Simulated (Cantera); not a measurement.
Input: 1 mol B₂H₆, 0.2 mol O₂, 0.84 mol H₂, held at 44.0 Pa.

Method: chemical equilibrium by Gibbs-energy minimisation in Cantera with the NASA 1993 tables (ideal gas, pure condensed phases). Candidate condensed phases: B, B₂O₃, B₃O₃H₃, H₂O; 23 gas species. The feed counts by its element totals alone. Mutual solubility and eutectic melting of coexisting phases are not modelled. The tables' values for BH₂ are old estimates; treat these amounts as uncertain. The numbers say what is thermodynamically allowed, not how fast it happens.

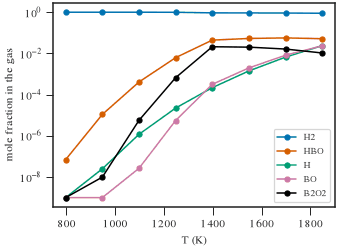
Figure: Equilibrium gas composition (values under 1e-9 drawn at 1e-9)

### Question
Read off the mole fractions at 1548 K.

### Answer
H₂ about 0.92, HBO about 0.053, B₂O₂ about 0.020, BO about 0.0020, H about 0.0014.
